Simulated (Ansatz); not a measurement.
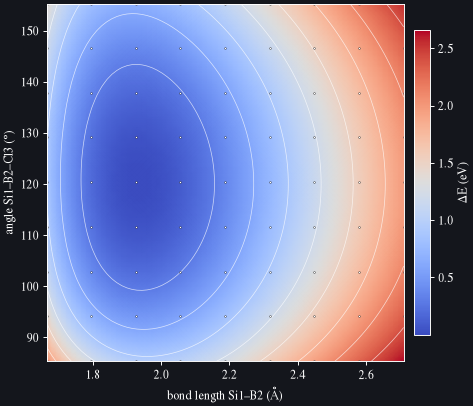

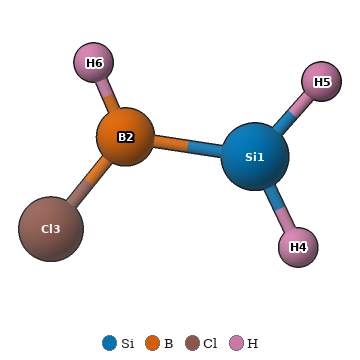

Energy landscape of BClH3Si, SMILES [SiH2]BCl, spin multiplicity 2. 
- The first coordinate is: bond length Si1–B2; the second: angle Si1–B2–Cl3.
- Nothing is relaxed (all other coordinates rigid).
- The scan uses a 9 × 9 grid.
- All energies are given in eV relative to the relaxed molecule at the same level.
- Theory: Ansatz 0.2.0, UKS PBE0-D4/def2-TZVP.

The picture shows a smooth colour map with a few white contour lines, dots at the grid points. Between grid points the surface is interpolated. The second picture is the structure at the lowest point.

**What does the map say about the system?**

The lowest grid point is at bond length Si1–B2 = 1.926 Å, angle Si1–B2–Cl3 = 120.3°, 0.0008 eV from the relaxed molecule at the same level. It is the only kind of minimum in the scanned range. The highest grid point, bond length Si1–B2 = 2.710 Å, angle Si1–B2–Cl3 = 85.3°, lies 2.66 eV above the lowest. Round the minimum the two coordinates are nearly uncoupled.

The values on the grid:

```
angle Si1–B2–Cl3 ↓, bond length Si1–B2 →  1.665  1.795  1.926  2.057  2.187  2.318  2.449  2.579  2.710
                                   155.3   1.42   0.81   0.67   0.81   1.09   1.43   1.80   2.18   2.54
                                   146.6   1.19   0.55   0.39   0.51   0.78   1.13   1.52   1.91   2.29
                                   137.8   1.02   0.35   0.17   0.29   0.56   0.91   1.31   1.71   2.11
                                   129.1   0.92   0.24   0.05   0.15   0.42   0.78   1.18   1.60   2.01
                                   120.3   0.90   0.20   0.00   0.10   0.37   0.74   1.14   1.55   1.97
                                   111.6   0.95   0.25   0.05   0.15   0.42   0.78   1.18   1.59   2.00
                                   102.8   1.12   0.41   0.20   0.30   0.56   0.92   1.31   1.72   2.12
                                    94.1   1.44   0.71   0.49   0.57   0.83   1.18   1.56   1.95   2.33
                                    85.3   2.04   1.24   0.98   1.03   1.25   1.57   1.93   2.30   2.66
```

The input of one point:

```yaml
crystal:
  periodic: [false, false, false]
  atoms:
    - { symbol: Si, position_ang: [-0.683195, 0.458428, -0.477347] }
    - { symbol: B, position_ang: [0.755454, -0.323809, 0.536492] }
    - { symbol: Cl, position_ang: [0.950283, -2.063169, 0.59652] }
    - { symbol: H, position_ang: [-1.678657, -0.328151, -1.241659] }
    - { symbol: H, position_ang: [-0.901765, 1.920901, -0.567831] }
    - { symbol: H, position_ang: [1.535834, 0.347614, 1.138271] }
magnetization:
  spin_polarized: true
  initial_magnetization: 1
basis:
  gaussian: { orbitals: def2-TZVP }
hamiltonian:
  xc: pbe0
  dispersion: d4
output:
  forces: true
```

Each point was launched as `ansatz run input.yaml --threads 1 --pin off --max-ram 2560MiB --backend cpu --events-out ev --progress --plain --runs-dir out`. Time for the 81 points that were run: 10 min on 1 thread of Intel(R) Xeon(R) Platinum 8259CL CPU @ 2.50GHz (Skylake/Cascade Lake), with other jobs on the host.
